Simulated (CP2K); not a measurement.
# ZrO2 (zirconia) at BLYP-D3(BJ)/DZVP-MOLOPT-SR-GTH (core potential)

What is the energy change on altering one bond length of ZrO2 (zirconia) at BLYP-D3(BJ)/DZVP-MOLOPT-SR-GTH (core potential)? 

Program for the calculation: CP2K 2026.2.

1 further run of the same task is left out (set aside as unsound or not needed).

### 1 Starting point

ZrO2 has 3 atoms, charge 0, and is taken as a singlet. SMILES: `[O]=[Zr]=[O]`. Geometry: relaxed at PBE0-D4/def2-TZVP.

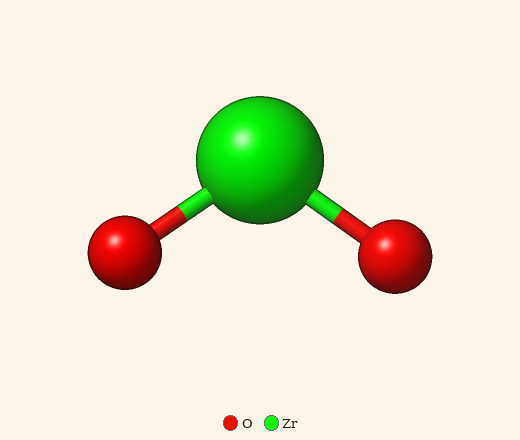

The structure, seen from a chosen angle (oxygen red, zirconium green).

### 2 A single-point energy at BLYP-D3(BJ)/DZVP-MOLOPT-SR-GTH (core potential)

File molecule.inp:

```
&global
  project_name molecule
  run_type ENERGY
  print_level MEDIUM
&end global

&force_eval
  method QUICKSTEP
  &dft
    basis_set_file_name BASIS_MOLOPT
    potential_file_name GTH_POTENTIALS
    &qs
      method GPW
      eps_default 1.0E-10
    &end qs
    &mgrid
      cutoff 400
      rel_cutoff 50
      ngrids 4
    &end mgrid
    &poisson
      periodic NONE
      poisson_solver MULTIPOLE
    &end poisson
    &scf
      scf_guess ATOMIC
      eps_scf 1.0E-06
      max_scf 50
      &ot
        minimizer DIIS
        preconditioner FULL_ALL
      &end ot
      &outer_scf
        eps_scf 1.0E-06
        max_scf 10
      &end outer_scf
    &end scf
    &xc
      &xc_functional BLYP
      &end xc_functional
      &vdw_potential
        potential_type PAIR_POTENTIAL
        &pair_potential
          type DFTD3(BJ)
          parameter_file_name dftd3.dat
          reference_functional BLYP
          r_cutoff 15
        &end pair_potential
      &end vdw_potential
    &end xc
    &print
      &moments
        periodic F
        reference COM
        max_moment 1
      &end moments
      &mo_cubes
        nlumo 1
        nhomo -1
        write_cube F
      &end mo_cubes
      &hirshfeld OFF
      &end hirshfeld
    &end print
  &end dft
  &subsys
    &cell
      abc 8.7 9 8.1
      periodic NONE
    &end cell
    &coord
      O      0.654500     1.252500     0.388400
      Zr     0.348500    -0.481700     0.351800
      O     -1.003000    -0.770800    -0.740100
    &end coord
    &topology
      &center_coordinates
      &end center_coordinates
    &end topology
    &kind O
      basis_set DZVP-MOLOPT-SR-GTH-q6
      potential GTH-BLYP-q6
    &end kind
    &kind Zr
      basis_set DZVP-MOLOPT-SR-GTH-q12
      potential GTH-BLYP-q12
    &end kind
  &end subsys
&end force_eval
```

Command:

```console
$ OMP_NUM_THREADS=1 cp2k.psmp molecule.inp > molecule.out
```

The program printed:

```text
CP2K| version string:                                       CP2K version 2026.2
[...]
 GLOBAL| Method name                                                        CP2K
[...]
 GLOBAL| Run type                                                         ENERGY
[...]
 DFT| Spin restricted Kohn-Sham (RKS) calculation                            RKS
 DFT| Multiplicity                                                             1
[...]
 DFT| Charge                                                                   0
[...]
 FUNCTIONAL| BECKE88:
 FUNCTIONAL| LYP:
[...]
 QS| Method:                                                                 GPW
[...]
 QS| Density cutoff [a.u.]:                                                200.0
[...]
 QS| Relative density cutoff [a.u.]:                                        25.0
[...]
                             - Atoms:                                          3
[...]
                             - Spherical basis functions:                     52
[...]
 Number of electrons:                                                         24
[...]
     1 OT DIIS     0.15E+00    0.7     0.29370392       -76.4235462048 -7.64E+01
[...]
     6 OT DIIS     0.15E+00    0.7     0.00000098       -79.0596123785 -1.26E-09
  *** SCF run converged in     6 steps ***
[...]
  Overlap energy of the core charge distribution:               0.00000001386419
  Self energy of the core charge distribution:               -169.86837917913647
  Core Hamiltonian energy:                                     43.17287766479270
  Hartree energy:                                              60.55917026297009
  Exchange-correlation energy:                                -12.91967565611834
  Dispersion energy:                                           -0.00360548486308
  Total energy:                                               -79.05961237849088
[...]
                     Mulliken Population Analysis
 #  Atom  Element  Kind  Atomic population                           Net charge
       1     O        1          6.432370                             -0.432370
       2     Zr       2         11.134530                              0.865470
       3     O        1          6.433101                             -0.433101
 # Total charge                             24.000000                 -0.000000
[...]
  Dipole moment [Debye]
    X=  0.3676651E+01 Y= -0.5101169E+01 Z=  0.3741136E+01  Total=      7.3168154
[...]
 HOMO - LUMO gap [eV] :    1.685296
 ENERGY| Total FORCE_EVAL ( QS ) energy [hartree]            -79.059612378490883
[...]
```

Run time: 43 s. Hardware: 1 thread of Intel Xeon Platinum 8375C at 2.90GHz (Ice Lake), shared host; peak memory 0.65 GiB.

### 3 The distorted shape, same level

File mol.inp:

```
&GLOBAL
 PROJECT mol
 RUN_TYPE ENERGY
 PRINT_LEVEL MEDIUM
&END GLOBAL

&FORCE_EVAL
 METHOD QS
 &DFT
  BASIS_SET_FILE_NAME BASIS_MOLOPT
  POTENTIAL_FILE_NAME GTH_POTENTIALS
  &QS
   METHOD GPW
   EPS_DEFAULT 1.0E-10
  &END QS
  &MGRID
   CUTOFF 400
   REL_CUTOFF 50
   NGRIDS 4
  &END MGRID
  # isolated system
  &POISSON
   PERIODIC NONE
   POISSON_SOLVER MULTIPOLE
  &END POISSON
  &SCF
   SCF_GUESS ATOMIC
   EPS_SCF 1.0E-06
   MAX_SCF 30
   &OT
    MINIMIZER DIIS
    PRECONDITIONER FULL_SINGLE_INVERSE
   &END OT
   &OUTER_SCF
    EPS_SCF 1.0E-06
    MAX_SCF 5
   &END OUTER_SCF
  &END SCF
  # functional
  &XC
   &XC_FUNCTIONAL BLYP
   &END XC_FUNCTIONAL
   &VDW_POTENTIAL
    POTENTIAL_TYPE PAIR_POTENTIAL
    &PAIR_POTENTIAL
     TYPE DFTD3(BJ)
     PARAMETER_FILE_NAME dftd3.dat
     REFERENCE_FUNCTIONAL BLYP
     R_CUTOFF 15
    &END PAIR_POTENTIAL
   &END VDW_POTENTIAL
  &END XC
  &PRINT
   &MOMENTS
    PERIODIC F
    REFERENCE COM
    MAX_MOMENT 1
   &END MOMENTS
   &MO_CUBES
    NLUMO 3
    NHOMO -1
    WRITE_CUBE F
   &END MO_CUBES
   &HIRSHFELD OFF
   &END HIRSHFELD
  &END PRINT
 &END DFT
 &SUBSYS
  # box in angstrom
  &CELL
   ABC 8.7 9.3 8.1
   PERIODIC NONE
  &END CELL
  &COORD
   UNIT bohr
   O      1.3235717     2.8585018     0.7443461
   Zr     0.6585696    -0.9102811     0.6648057
   O     -1.8953953    -1.4566009    -1.3985863
  &END COORD
  &TOPOLOGY
   &CENTER_COORDINATES
   &END CENTER_COORDINATES
  &END TOPOLOGY
  &KIND O
   BASIS_SET DZVP-MOLOPT-SR-GTH-q6
   POTENTIAL GTH-BLYP-q6
  &END KIND
  &KIND Zr
   BASIS_SET DZVP-MOLOPT-SR-GTH-q12
   POTENTIAL GTH-BLYP-q12
  &END KIND
 &END SUBSYS
&END FORCE_EVAL
```

Command:

```console
$ OMP_NUM_THREADS=1 cp2k.psmp -i mol.inp > mol.out 2>&1
```

The program printed:

```text
CP2K| version string:                                       CP2K version 2026.2
[...]
 GLOBAL| Method name                                                        CP2K
[...]
 GLOBAL| Run type                                                         ENERGY
[...]
 DFT| Spin restricted Kohn-Sham (RKS) calculation                            RKS
 DFT| Multiplicity                                                             1
[...]
 DFT| Charge                                                                   0
[...]
 FUNCTIONAL| BECKE88:
 FUNCTIONAL| LYP:
[...]
 QS| Method:                                                                 GPW
[...]
 QS| Density cutoff [a.u.]:                                                200.0
[...]
 QS| Relative density cutoff [a.u.]:                                        25.0
[...]
                             - Atoms:                                          3
[...]
                             - Spherical basis functions:                     52
[...]
 Number of electrons:                                                         24
[...]
     1 OT DIIS     0.80E-01    0.7     0.24947353       -76.5383994837 -7.65E+01
[...]
    13 OT DIIS     0.80E-01    0.7     0.00000068       -79.0350106948 -1.05E-11
  *** SCF run converged in    13 steps ***
[...]
  Overlap energy of the core charge distribution:               0.00000000694217
  Self energy of the core charge distribution:               -169.86837917913647
  Core Hamiltonian energy:                                     42.67999987532781
  Hartree energy:                                              60.94790079333470
  Exchange-correlation energy:                                -12.79099952261553
  Dispersion energy:                                           -0.00353266868845
  Total energy:                                               -79.03501069483576
[...]
                     Mulliken Population Analysis
 #  Atom  Element  Kind  Atomic population                           Net charge
       1     O        1          6.537407                             -0.537407
       2     Zr       2         11.068185                              0.931815
       3     O        1          6.394407                             -0.394407
 # Total charge                             24.000000                 -0.000000
[...]
  Dipole moment [Debye]
    X=  0.3080293E+01 Y= -0.6310903E+01 Z=  0.3397741E+01  Total=      7.8013042
[...]
 HOMO - LUMO gap [eV] :    1.040763
 ENERGY| Total FORCE_EVAL ( QS ) energy [hartree]            -79.035010694835762
[...]
```

Run time: 55 s. Hardware: 1 thread of Intel Xeon Platinum 8375C at 2.90GHz (Ice Lake), shared host; peak memory 0.66 GiB.

### 4 What came out

At BLYP-D3(BJ)/DZVP-MOLOPT-SR-GTH (core potential):

| quantity | value |
| --- | --- |
| first shape: total energy | -79.05961 Eh |
| first shape: dipole moment | 7.32 D |
| first shape: HOMO energy | -5.08 eV |
| first shape: LUMO energy | -3.40 eV |
| first shape: HOMO–LUMO gap | 1.69 eV |
| first shape: dispersion energy | -9.47 kJ/mol |
| distorted shape: total energy | -79.03501 Eh |
| distorted shape: dipole moment | 7.80 D |
| distorted shape: HOMO energy | -4.83 eV |
| distorted shape: LUMO energy | -3.79 eV |
| distorted shape: HOMO–LUMO gap | 1.04 eV |
| distorted shape: dispersion energy | -9.28 kJ/mol |
| energy change with the O1–Zr2 bond stretched from 1.761 to 2.026 Å | 0.669 eV |

With the O1–Zr2 bond stretched from 1.761 to 2.026 Å the energy rises by 0.67 eV (64.6 kJ/mol). The first shape isn't relaxed at this level, so the change isn't measured from a minimum.
